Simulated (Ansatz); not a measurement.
**The puckered PAs bilayer (AB) between two gates**

Aim: screening and gap of the neutral puckered PAs bilayer (AB) between oppositely charged gates.

Method: plane-wave DFT, PBE-D3(BJ), Ansatz PAW, in Ansatz 0.2.0.

**1. The structure**

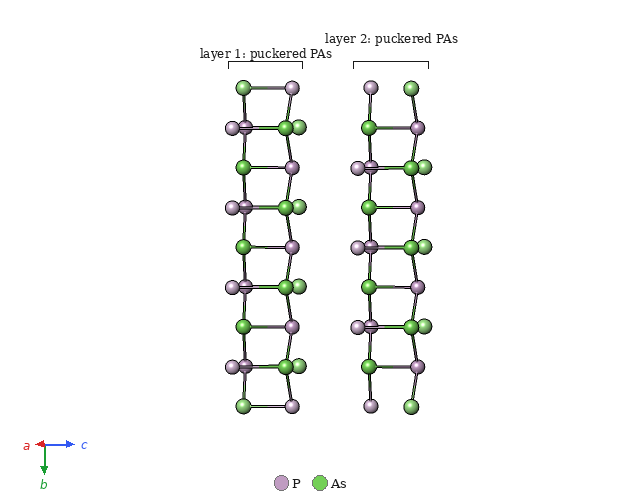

The cell as given, from the side, with the c axis across the page (phosphorus pink, arsenic green). 1×3×1 cells are drawn. Some periodic images of atoms are drawn too.

The cell holds 8 atoms: 4 P and 4 As. Cell: a = 4.690 Å, b = 3.500 Å, c = 46.820 Å, α = 90.0°, β = 90.0°, γ = 90.0°. Regions: layer 1: puckered PAs, 4 atoms (2 P and 2 As); layer 2: puckered PAs, 4 atoms (2 P and 2 As). Vacuum lies along c.

**2. Relaxing the slab**

The starting cell is a guess, so the in-plane lattice and the atoms are relaxed first, with the slab cut off from its images along the normal.

input.yaml

```yaml
crystal:
  lattice:
    - [4.69, 0.0, 0.0]
    - [0.0, 3.5, 0.0]
    - [0.0, 0.0, 46.8200000012]
  atoms:
    - { symbol: P, position: [0.09, 0.0, 0.4154207603] }
    - { symbol: As, position: [0.41, 0.5, 0.4175565997] }
    - { symbol: As, position: [0.91, 0.0, 0.4636907304] }
    - { symbol: P, position: [0.59, 0.5, 0.4658265698] }
    - { symbol: P, position: [0.09, 0.5, 0.5341734302] }
    - { symbol: As, position: [0.41, 0.0, 0.5363092696] }
    - { symbol: As, position: [0.91, 0.5, 0.5824434003] }
    - { symbol: P, position: [0.59, 0.0, 0.5845792397] }
  periodic: [true, true, false]
kpoints:
  mp_grid: { grid: [8, 10, 1] }
hamiltonian:
  xc: pbe
  dispersion: d3bj
scf:
  occupations: { method: fermi_dirac, width: 0.05 }
  convergence: { dr2_threshold: 1.0e-09 }
relax:
  f_tol: 0.004
  max_steps: 90
  cell: {}
output:
  write_potential: true
  write_density: true
  volumetric_format: npy
```

Started as:

```sh
> ansatz run input.yaml --threads 4 --pin off --max-ram 8192MiB --backend cpu --events-out ev --progress --plain --runs-dir out
```

Numbers of over 12 decimals in the logs are rounded to 6 here.

The log of the run:

```text
Warning: relax.cell: scf.convergence.dr2_threshold = 1e-9 eV is looser than the 2.49123086576e-10 eV advised for a relaxation that steers and ends on the stress (1e-10 eV for each atom of the cell: 8, times the square of relax.cell.stress_2d_tol = 0.05 N/m over 17.9 Å (the atoms' height at the walk's start and 5 Å past either face), 2.790e-2 GPa, over a crystal's default 0.05). What an SCF threshold leaves in a stress goes as its square root, and in the free energy as the threshold itself, and one threshold admits the most on a small cell: [figures from the program's tests cut] Set scf.convergence.dr2_threshold to 2.49123086576e-10 eV or tighter. [rest of the remark cut]
Engine: ansatz 0.2.0, x86_64-unknown-linux-gnu
Pseudopotentials: kind: paw
Pseudopotential: P, paw, valence charge 5, recommended cutoff 420 eV (normal), P.paw.azcp
Pseudopotential: As, paw, valence charge 15, recommended cutoff 420 eV (normal), As.paw.azcp
Functional definition: PBE
  parameter kappa = 0.804
  parameter beta = 0.066725
  exchange = pbe_x(kappa = kappa, mu = beta*pi^2/3)
  correlation = pbe_c(beta = beta)
Crystal: 8 atoms, lattice volume = 768.550 Å³
Basis set: ecut = 420 eV, 14985 PW (Γ), exchange–correlation on 64×48×640 points (8 copies of the dense FFT grid, shifted against one another)
Bands: 48, of which v1, the nominal top of the filled ones, is band 40 counted from 1 (39 counted from 0)
Symmetry: 4 space group operations
Space group: Pmc21 (ITA 26), of the structure as read, at distance tolerance 9.2e-5 Å
k-points: 30 of 80 (time reversal used)
Non-local potential: P, projectors of the file, l = 0: 2, l = 1: 2, l = 2: 2
Non-local potential: As, projectors of the file, l = 0: 2, l = 1: 2, l = 2: 3, l = 3: 1
PAW form: soft (Blöchl's): semilocal exchange-correlation on the pseudo side does not see the compensation charge
PAW one-centre angular grid: P, 110 points (default); XC on 64 Gauss nodes
PAW one-centre angular grid: As, 590 points (default); XC on 64 Gauss nodes
Initial density: superposition of atomic densities (neutral atoms: chi_scale 0, normalization atom), corrected by the library's trained network
Initial wavefunctions: pseudopotential atomic-orbital guess
Functional: x = pbe(κ = 0.804, μ = 0.219515), c = pbe(β = 0.066725)
SCF iter   1: F=—  HF=-22448.834536 eV  |F-HF|=—  |Δ(HF+E_count)|=         —  Δρ=1.24e-3  dr2=6.78e-2  ethr=1.77e-3  ⟨swp⟩=11.4  Hψ=7418  notcnv=0
preconditioner: auto → Resta (q_TF=auto, 1.871 Å⁻¹)  ε∞=2.0  [insulator: Δε(μ)=0.664 eV  Ē_g=8.584 eV  σ=0.050 eV  W_gap=1.00  n_scr=78 (ndim 8)  ℏωp=8.5 eV  f_vac=0.746  D(μ)=0.00/eV (n_scr^D=0)  ε∞_Penn≈2.0  vacuum switching on, ρ_ref=5.3e-3 e/Å³]
SCF iter   2: F=—  HF=-22448.835983 eV  |F-HF|=—  |Δ(HF+E_count)|=   1.45e-3  Δρ=1.14e-3  dr2=9.88e-2  ethr=8.48e-5  ⟨swp⟩=3.8  Hψ=2888  notcnv=0  defer=55
SCF iter   3: F=—  HF=-22448.825428 eV  |F-HF|=—  |Δ(HF+E_count)|=   1.06e-2  Δρ=3.64e-4  dr2=2.64e-3  ethr=8.48e-5  ⟨swp⟩=3.0  Hψ=1946  notcnv=0  defer=55
SCF iter   4: F=—  HF=-22448.825687 eV  |F-HF|=—  |Δ(HF+E_count)|=   2.59e-4  Δρ=1.60e-4  dr2=1.73e-4  ethr=3.30e-6  ⟨swp⟩=2.7  Hψ=2185  notcnv=0  defer=55
SCF iter   5: F=—  HF=-22448.825808 eV  |F-HF|=—  |Δ(HF+E_count)|=   1.21e-4  Δρ=5.01e-5  dr2=1.71e-5  ethr=2.16e-7  ⟨swp⟩=3.3  Hψ=3039  notcnv=0  defer=55
SCF iter   6: F=—  HF=-22448.825818 eV  |F-HF|=—  |Δ(HF+E_count)|=   9.74e-6  Δρ=1.50e-5  dr2=2.26e-6  ethr=2.14e-8  ⟨swp⟩=3.8  Hψ=3108  notcnv=0  defer=55
SCF iter   7: F=—  HF=-22448.825882 eV  |F-HF|=—  |Δ(HF+E_count)|=   6.40e-5  Δρ=3.78e-6  dr2=1.11e-7  ethr=2.82e-9  ⟨swp⟩=2.8  Hψ=2540  notcnv=0  defer=55
SCF iter   8: F=—  HF=-22448.825882 eV  |F-HF|=—  |Δ(HF+E_count)|=   9.26e-8  Δρ=1.11e-6  dr2=1.07e-8  ethr=1.39e-10  ⟨swp⟩=3.3  Hψ=2958  notcnv=0  defer=55
SCF iter   9: F=—  HF=-22448.825882 eV  |F-HF|=—  |Δ(HF+E_count)|=   1.53e-8  Δρ=3.57e-7  dr2=1.54e-9  ethr=1.34e-11  ⟨swp⟩=3.3  Hψ=3092  notcnv=0  defer=55
SCF iter  10: F=-22448.825882 eV  HF=-22448.825882 eV  |F-HF|=5.82e-11  |Δ(HF+E_count)|=  3.82e-10  Δρ=1.10e-7  dr2=9.32e-11  ethr=1.25e-12  ⟨swp⟩=10.4  Hψ=9579  notcnv=0
SCF 1 converged in 10 iterations: F = -22448.825882 eV  dr2 = 9.32e-11
  greatest PAW one-centre occupation: 0.999 electrons in one spin orbital (limit 2), on the As atom at site 5 (counted from 0), in its partial waves of l = 2
relax step   1: F+E_penalty+E_count = -22448.82588210 eV  Δ(F+E_penalty+E_count) = +0.000e0 eV  max|allowed force component| = 1.095e0 eV/Å  Δτ_max = 0.0000 Å  P = +1.528 N/m  Ω = 768.550 Å³  fix = [c, alpha, beta]  reactions: c +0.000 N/m  (10 SCF iters, accepted)
Crystal: 8 atoms, lattice volume = 733.342 Å³
Basis set: ecut = 420 eV, 14437 PW (Γ), exchange–correlation on 64×48×640 points (8 copies of the dense FFT grid, shifted against one another)
Initial density: handed on by an earlier stage of this run
Initial wavefunctions: those handed on with the density
iter 1 solved again at ethr=1.67e-4 eV; its pass at ethr=3.10e-3 eV (dr2=1.34e-1 eV) is discarded
SCF iter   1: F=—  HF=-22449.124816 eV  |F-HF|=—  |Δ(HF+E_count)|=         —  Δρ=5.51e-3  dr2=1.35e-1  ethr=1.67e-4  ⟨swp⟩=2.6  Hψ=9745  notcnv=0
preconditioner: auto → Resta (q_TF=auto, 1.886 Å⁻¹)  ε∞=2.0  [insulator: Δε(μ)=0.432 eV  Ē_g=8.568 eV  σ=0.050 eV  W_gap=0.97  n_scr=76 (ndim 8)  ℏωp=8.7 eV  f_vac=0.749  D(μ)=0.04/eV (n_scr^D=0)  ε∞_Penn≈2.0  vacuum switching on, ρ_ref=5.3e-3 e/Å³]
SCF iter   2: F=—  HF=-22449.110434 eV  |F-HF|=—  |Δ(HF+E_count)|=   1.44e-2  Δρ=2.80e-3  dr2=3.59e-2  ethr=1.67e-4  ⟨swp⟩=2.9  Hψ=2034  notcnv=0
SCF iter   3: F=—  HF=-22449.124247 eV  |F-HF|=—  |Δ(HF+E_count)|=   1.38e-2  Δρ=1.36e-3  dr2=1.11e-1  ethr=4.48e-5  ⟨swp⟩=3.7  Hψ=3062  notcnv=0  defer=2  recentre
SCF iter   4: F=—  HF=-22449.113073 eV  |F-HF|=—  |Δ(HF+E_count)|=   1.12e-2  Δρ=4.23e-4  dr2=2.48e-3  ethr=4.48e-5  ⟨swp⟩=3.8  Hψ=2234  notcnv=0  defer=4
SCF iter   5: F=—  HF=-22449.112792 eV  |F-HF|=—  |Δ(HF+E_count)|=   2.81e-4  Δρ=1.34e-4  dr2=1.42e-4  ethr=3.10e-6  ⟨swp⟩=3.1  Hψ=2220  notcnv=0  defer=4
SCF iter   6: F=—  HF=-22449.112805 eV  |F-HF|=—  |Δ(HF+E_count)|=   1.33e-5  Δρ=3.14e-5  dr2=7.23e-6  ethr=1.78e-7  ⟨swp⟩=3.1  Hψ=2555  notcnv=0  defer=4
SCF iter   7: F=—  HF=-22449.112872 eV  |F-HF|=—  |Δ(HF+E_count)|=   6.64e-5  Δρ=1.12e-5  dr2=9.85e-7  ethr=9.04e-9  ⟨swp⟩=3.2  Hψ=3010  notcnv=0  defer=4
SCF iter   8: F=—  HF=-22449.112872 eV  |F-HF|=—  |Δ(HF+E_count)|=   4.14e-7  Δρ=2.77e-6  dr2=7.03e-8  ethr=1.23e-9  ⟨swp⟩=3.3  Hψ=2977  notcnv=0  defer=5
[...]
relax step   9: F+E_penalty+E_count = -22449.11778561 eV  Δ(F+E_penalty+E_count) = +1.255e-1 eV  max|allowed force component| = 6.059e-1 eV/Å  Δτ_max = 0.0788 Å  P = -3.994 N/m  Ω = 721.537 Å³  energy of the carried Pulay correction = +1.381e-3 eV  fix = [c, alpha, beta]  (10 SCF iters, rejected (line search))
relax step  10: F+E_penalty+E_count = -22449.24427659 eV  Δ(F+E_penalty+E_count) = -1.021e-3 eV  max|allowed force component| = 2.656e-2 eV/Å  Δτ_max = 0.0156 Å  P = +0.199 N/m  Ω = 705.698 Å³  energy of the carried Pulay correction = +1.866e-3 eV  fix = [c, alpha, beta]  reactions: c +0.000 N/m  (9 SCF iters, accepted)
relax step  11: F+E_penalty+E_count = -22449.24470136 eV  Δ(F+E_penalty+E_count) = -4.248e-4 eV  max|allowed force component| = 9.902e-3 eV/Å  Δτ_max = 0.0060 Å  P = -0.038 N/m  Ω = 708.373 Å³  energy of the carried Pulay correction = +1.783e-3 eV  fix = [c, alpha, beta]  reactions: c +0.000 N/m  (8 SCF iters, accepted)
relax step  12: F+E_penalty+E_count = -22449.24475506 eV  Δ(F+E_penalty+E_count) = -5.370e-5 eV  max|allowed force component| = 7.256e-4 eV/Å  Δτ_max = 0.0033 Å  P = -0.005 N/m  Ω = 708.078 Å³  energy of the carried Pulay correction = +1.793e-3 eV  fix = [c, alpha, beta]  reactions: c +0.000 N/m  (7 SCF iters, accepted)
Basis set: ecut = 420 eV, 13797 PW (Γ), exchange–correlation on 60×48×640 points (8 copies of the dense FFT grid, shifted against one another)
Initial wavefunctions: pseudopotential atomic-orbital guess (no wavefunctions were taken with the density)
iter 1 solved again at ethr=7.58e-7 eV; its pass at ethr=3.10e-3 eV (dr2=6.07e-4 eV) is discarded
SCF iter   1: F=—  HF=-22449.243608 eV  |F-HF|=—  |Δ(HF+E_count)|=         —  Δρ=2.26e-5  dr2=7.09e-7  ethr=7.58e-7  ⟨swp⟩=5.5  Hψ=13077  notcnv=0
eigensolver tolerance schedule: the retry pair's looser diagonalisation over-reported the residual by 855.11 of it (diagonalisation noise at 0.26 of the residual, at the tolerance the schedule requests for it); recorded, not acted on — ethr = c·dr2/N_el stays at c = 1.0e-1
preconditioner: auto → Resta (q_TF=auto, 1.897 Å⁻¹)  ε∞=2.0  [insulator: Δε(μ)=0.371 eV  Ē_g=8.616 eV  σ=0.050 eV  W_gap=0.95  n_scr=80 (ndim 8)  ℏωp=8.8 eV  f_vac=0.749  D(μ)=0.07/eV (n_scr^D=0)  ε∞_Penn≈2.0  vacuum switching on, ρ_ref=5.4e-3 e/Å³]
SCF iter   2: F=—  HF=-22449.243661 eV  |F-HF|=—  |Δ(HF+E_count)|=   5.26e-5  Δρ=1.24e-5  dr2=3.04e-7  ethr=8.86e-10  ⟨swp⟩=4.1  Hψ=4169  notcnv=0
SCF iter   3: F=—  HF=-22449.243672 eV  |F-HF|=—  |Δ(HF+E_count)|=   1.05e-5  Δρ=4.28e-6  dr2=7.64e-8  ethr=3.80e-10  ⟨swp⟩=2.5  Hψ=2210  notcnv=0
SCF iter   4: F=—  HF=-22449.243673 eV  |F-HF|=—  |Δ(HF+E_count)|=   1.72e-6  Δρ=1.23e-6  dr2=2.85e-8  ethr=9.54e-11  ⟨swp⟩=3.9  Hψ=3262  notcnv=0
SCF iter   5: F=—  HF=-22449.243674 eV  |F-HF|=—  |Δ(HF+E_count)|=   2.45e-7  Δρ=6.69e-7  dr2=3.35e-8  ethr=3.56e-11  ⟨swp⟩=2.5  Hψ=1861  notcnv=0
SCF iter   6: F=—  HF=-22449.243674 eV  |F-HF|=—  |Δ(HF+E_count)|=   1.79e-8  Δρ=2.92e-7  dr2=5.19e-9  ethr=3.56e-11  ⟨swp⟩=2.1  Hψ=1718  notcnv=0
SCF iter   7: F=-22449.243674 eV  HF=-22449.243674 eV  |F-HF|=8.11e-10  |Δ(HF+E_count)|=   5.80e-9  Δρ=8.45e-8  dr2=4.92e-10  ethr=1.25e-12  ⟨swp⟩=12.1  Hψ=11004  notcnv=0
SCF 13 converged in 7 iterations: F = -22449.243674 eV  dr2 = 4.92e-10
relax step  13: F+E_penalty+E_count = -22449.24367355 eV  Δ(F+E_penalty+E_count) = +1.082e-3 eV  max|allowed force component| = 6.847e-4 eV/Å  Δτ_max = 0.0000 Å  P = -0.012 N/m  Ω = 708.078 Å³  fix = [c, alpha, beta]  reactions: c +0.000 N/m  stress off target by 1.92e-2 N/m on what of the cell is left free  SCF on the basis re-selected at this cell (its energy is not comparable with the rows above)  (7 SCF iters)
basis re-selected at this cell: Δ(F+E_penalty+E_count) = +1.082e-3 eV, ΔP = -0.006 N/m vs the last step (what re-selecting the basis moved, of the pressure what is left beyond the Pulay correction that the steps carried, after the strain that the cell walked since its last selection, with what the two solves' SCF thresholds leave and, on support functions, any second-order correction that the steps lacked; it is no measure of the basis error at this ecutwfc). The dense FFT grid was sized anew with the basis: this SCF ran on 30×24×320 points, the steps before it on 32×24×320, so part of this shift can come from that change (see relax.cell in the input reference). [rest of the remark cut]
WARN: The output density's exchange-correlation potential varies sharply where the density is thin. Do not read a vacuum level from v_tot or v_xc, or from such a field of the output density. On a cell that repeats whose density bears no net charge and no dipole along the vacuum's axis use v_es (v_loc + v_h of the components); under efield.dipole_correction with no amplitude use v_es + v_field, which holds any externa [...]
SCF converged after 7 iterations
Free energy (F): -22449.243674 eV
Harris-Foulkes:  -22449.243674 eV  (|F-HF|=8.11e-10)
Internal energy: -22449.242774 eV  (E = F + TS)
E sigma→0 (E₀):  -22449.243224 eV
Entropy (-TS):   -0.000899 eV (-0.112 meV/atom)
Fermi energy:    -4.099595 eV
--- Per-component energies (eV) ---
  E_band       = -2041.108805
  E_kinetic    = 688.149328
  E_local      = -326558.381969  (includes V_loc(G=0)·N_el)
  E_nonlocal   = -2545.597212
  E_hartree    = 163016.041378
  E_xc         = -561.060951
  E_vxc        = -557.497626  (∫ρ·V_xc dr)
  E_paw        = -9616.754529  (= ΣΔE_a)
  E_vpaw       = 900.129202  (= ΣTr[D̂ρ^β])
  E_aug_tail   = 0.000045  (compensation charges beyond the density's cutoff)
  E_ewald      = 153130.981338
  E_disp       = -2.620202  (pairwise vdW)
  E_smearing   = -0.000899  (= −TS)
  E_closure    = -0.000000  (closes the sum)
  Σ components = -22449.243674   (vs F -22449.243674, Δ=0.00e0)
--- Forces (eV/Å), atoms counted from 1 ---
  atom   1  P     -0.00057510    -0.00000000     0.00011443
  atom   2  As     0.00030295     0.00000000    -0.00010127
  atom   3  As     0.00010462     0.00000000    -0.00068469
  atom   4  P      0.00016745    -0.00000000    -0.00037111
  atom   5  P      0.00016745    -0.00000000     0.00037111
  atom   6  As     0.00010462     0.00000000     0.00068469
  atom   7  As     0.00030295     0.00000000     0.00010127
  atom   8  P     -0.00057510    -0.00000000    -0.00011443
  max |Σ_I F_I| component: 1.76e-7 eV/Å
--- 2D stress c σ (N/m, compression-positive) ---
       -0.019221      -0.000000      -0.000000
       -0.000000      -0.004303      -0.000000
        0.000000       0.000000       0.000000
  P = ½ c Tr σ = -0.0118 N/m
--- Band table (eV; the first three rows and the last of 30) ---
  k-point 0: bands = [... 36 lower, -6.3803, -6.0775, -4.9857, -4.6262, -3.8992, -3.0787, -2.9693, -2.7099, ... 4 higher]
  k-point 1: bands = [... 36 lower, -6.5001, -6.3751, -4.9670, -4.6575, -3.8878, -2.9378, -2.2509, -2.0642, ... 4 higher]
  k-point 2: bands = [... 36 lower, -6.3481, -6.2034, -5.1124, -4.9934, -3.7460, -3.0234, -2.5588, -2.4726, ... 4 higher]
  k-point 29: bands = [... 36 lower, -6.3691, -6.3691, -6.3217, -6.3217, -2.0744, -2.0744, -2.0596, -2.0596, ... 4 higher]
  the weakly bound empty levels are not read free of the cell's end (no_gap_told)
--- Relaxed structure (12 steps of the walk, 10 accepted, 1 SCFs on fresh bases) ---
  F+E_penalty+E_count = -22449.24367355 eV   max|allowed force component| = 6.847e-4 eV/Å   (the final SCF, on the basis selected at the relaxed cell)
  cell:  # Å, volume = 708.0784 Å³
    - [4.273551, 0.0, 0.0]
    - [0.0, 3.538841, 0.0]
    - [0.0, 0.0, 46.8200000012]
  atoms:
    - { symbol: P, position: [0.066040, 0, 0.421210] }
    - { symbol: As, position: [0.435505, 0.500000, 0.416993] }
    - { symbol: As, position: [0.934244, 0, 0.470282] }
    - { symbol: P, position: [0.564210, 0.500000, 0.466143] }
    - { symbol: P, position: [0.064210, 0.500000, 0.533857] }
    - { symbol: As, position: [0.434244, 0, 0.529718] }
    - { symbol: As, position: [0.935505, 0.500000, 0.583007] }
    - { symbol: P, position: [0.566040, 0, 0.578790] }
```

It took 3.3 min on 4 threads of AMD EPYC 9R14 (Zen 4), shared host; peak memory 1.6 GiB.

Step by step:

| step | energy less that of the first step (eV) | largest force component (eV/Å) | volume (Å³) |
| --- | --- | --- | --- |
| 1 | 0.0000 | 1.0951 | 768.55 |
| 2 | -0.2870 | 0.2174 | 733.34 |
| 3 | -0.3050 | 0.2796 | 739.45 |
| 4 | -0.3894 | 0.1467 | 713.26 |
| 5 | -0.3986 | 0.0746 | 720.96 |
| 6 | -0.4046 | 0.0536 | 719.92 |
| 7 | -0.2353 | 0.6380 | 714.37 |
| 8 | -0.4174 | 0.0595 | 711.44 |
| 9 | -0.2919 | 0.6059 | 721.54 |
| 10 | -0.4184 | 0.0266 | 705.70 |
| 11 | -0.4188 | 0.0099 | 708.37 |
| 12 | -0.4189 | 0.0007 | 708.08 |
| 13* | -0.4178 | 0.0007 | 708.08 |

Relaxation steps marked * repeat the geometry before them on a plane-wave basis chosen anew for their cell, so energy and pressure can jump there. Relaxation steps 7, 9 were tried and not accepted.

Forces are held to the 4 operations that the run works with; a distortion that breaks them can't arise in this run.

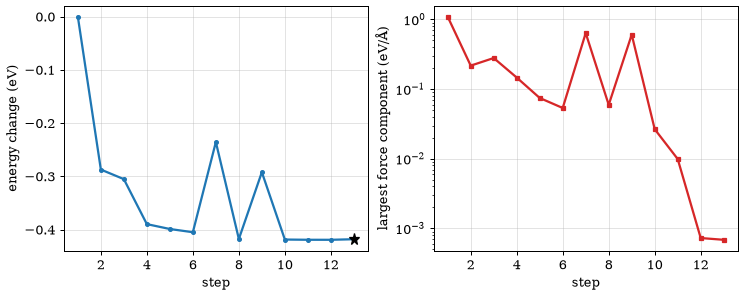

Energy and largest force along the relaxation. Stars mark steps on a basis chosen anew.

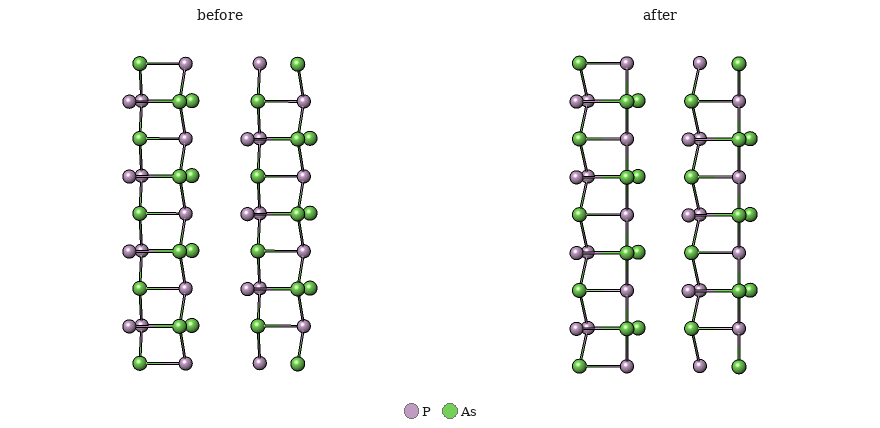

Before and after, at one scale.

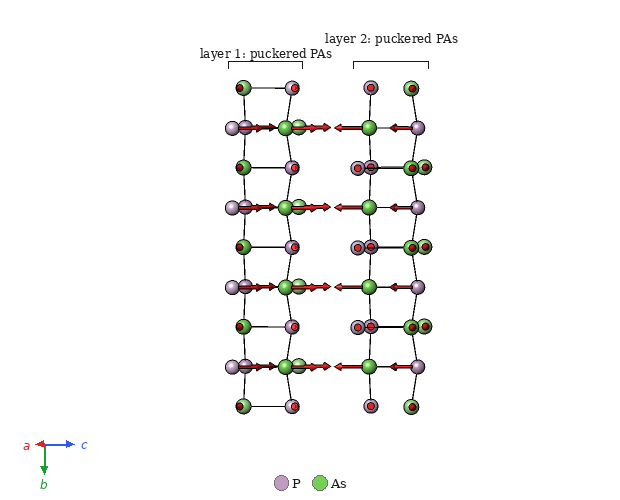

Displacements in the relaxation, exaggerated, measured against the changing cell; the longest in the cell stands for 0.33 Å. 1×3×1 cells are drawn. Some periodic images of atoms are drawn too.

| cell as run | before | after | change |
| --- | --- | --- | --- |
| a (Å) | 4.690 | 4.274 | -8.9 % |
| b (Å) | 3.500 | 3.539 | +1.1 % |

The atoms that moved most (Å, along periodic axes as changes of fractional coordinates times the final cell, across vacuum about the mean position):

| atom | dx | dy | dz | length |
| --- | --- | --- | --- | --- |
| As3 | 0.104 | 0.000 | 0.309 | 0.326 |
| As6 | 0.104 | 0.000 | -0.309 | 0.326 |
| P1 | -0.102 | 0.000 | 0.271 | 0.290 |
| P8 | -0.102 | 0.000 | -0.271 | 0.290 |
| As2 | 0.109 | 0.000 | -0.026 | 0.112 |
| As7 | 0.109 | 0.000 | 0.026 | 0.112 |
| P5 | -0.110 | 0.000 | -0.015 | 0.111 |
| P4 | -0.110 | 0.000 | 0.015 | 0.111 |

The relaxed structure:

```cif
data_structure
_symmetry_space_group_name_H-M 'P 1'
_symmetry_Int_Tables_number 1
_cell_length_a 4.2736
_cell_length_b 3.5388
_cell_length_c 46.8200
_cell_angle_alpha 90.000
_cell_angle_beta 90.000
_cell_angle_gamma 90.000
_cell_volume 708.08
loop_
_atom_site_label
_atom_site_type_symbol
_atom_site_fract_x
_atom_site_fract_y
_atom_site_fract_z
_atom_site_occupancy
P1 P 0.06604 0.00000 0.42121 1
As2 As 0.43551 0.50000 0.41699 1
As3 As 0.93424 0.00000 0.47028 1
P4 P 0.56421 0.50000 0.46614 1
P5 P 0.06421 0.50000 0.53386 1
As6 As 0.43424 0.00000 0.52972 1
As7 As 0.93551 0.50000 0.58301 1
P8 P 0.56604 0.00000 0.57879 1
```

Numbers from this step:

```
energy at zero smearing : -22449.2432 eV
```

The lattice constant a goes from 4.690 to 4.274 Å.

[end of part 1 of 3]

[Logs are printed without paths, hosts, clocks, repeated set-up lines and the standing remarks that a program may print on its own settings, such as how far it seeks lower states.]

[Hosts, paths, dates, database ids (printed as entryN), source tags and the programs' standing remarks are cut or masked in the printed files.]

[Maps of the electrostatic potential energy from Ansatz leave out the sawtooth potential of an applied field or a dipole correction, so their vacuum need not be flat; planar profiles and work functions include it.]
